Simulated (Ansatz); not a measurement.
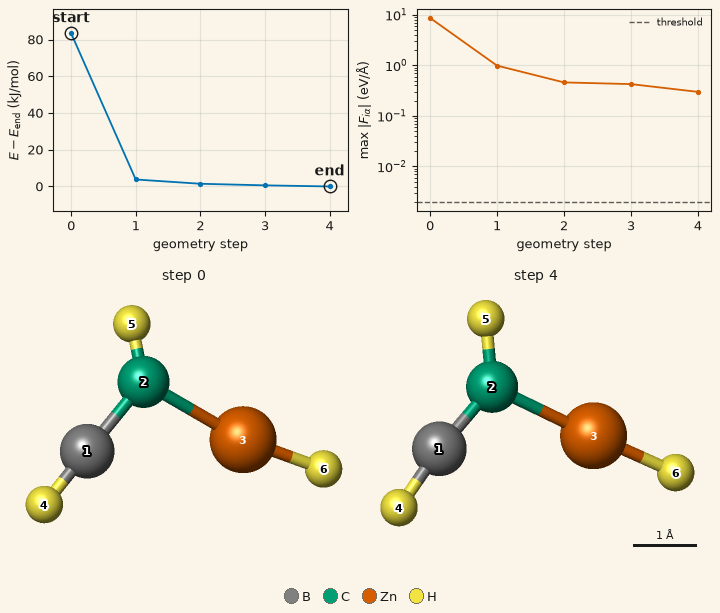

First and last geometry of a relaxation of CH₃BZn, with the history of the run. Style: ball-and-stick. Shown at a tilt.

Theory: RKS CAM-B3LYP-D4/def2-SVP (Ansatz 0.2.0).

Input
```yaml
crystal:
  periodic: [false, false, false]
  atoms:
    - {symbol: B, position_ang: [-0.171334, 1.158155, 0.610412]}
    - {symbol: C, position_ang: [0.619124, 0.367215, -0.344262]}
    - {symbol: Zn, position_ang: [-0.200317, -1.433456, -0.212776]}
    - {symbol: H, position_ang: [-0.761451, 1.763843, 1.366152]}
    - {symbol: H, position_ang: [1.194171, 0.654883, -1.053855]}
    - {symbol: H, position_ang: [-0.624933, -2.843221, -0.256244]}
basis:
  gaussian: {orbitals: def2-SVP}
hamiltonian: {xc: {name: CAM-B3LYP}, dispersion: d4}
relax: {f_tol: 0.002, max_steps: 5, max_displacement: 0.5}
```

Command:
```bash
ansatz run in.yaml --threads 2 --pin off --events-out ev --progress --plain --max-ram 3481MiB
```

> What do the curves and the structures tell?

The relaxation stopped without meeting its thresholds, so the last structure isn't shown to be converged. It used up its limit of 5 steps. The largest move after the best rigid fit is that of C2, 0.12 Å. Largest moves by element: C 0.12 Å, H 0.10 Å, Zn 0.07 Å, B 0.04 Å. Near-neighbour distances that change, for instance: C2–H5 0.958 → 1.098 Å, B1–C2 1.470 → 1.362 Å, C2–Zn3 1.983 → 1.921 Å, Zn3–H6 1.473 → 1.531 Å. Bond angles that change, for instance: C2–Zn3–H6 170.5° → 178.5°, B1–C2–Zn3 102.9° → 108.9°, Zn3–C2–H5 124.8° → 119.2°. After 4 geometry steps the energy has fallen by 83.4 kJ/mol. The largest force component goes from 8.7 to 0.3 eV/Å.
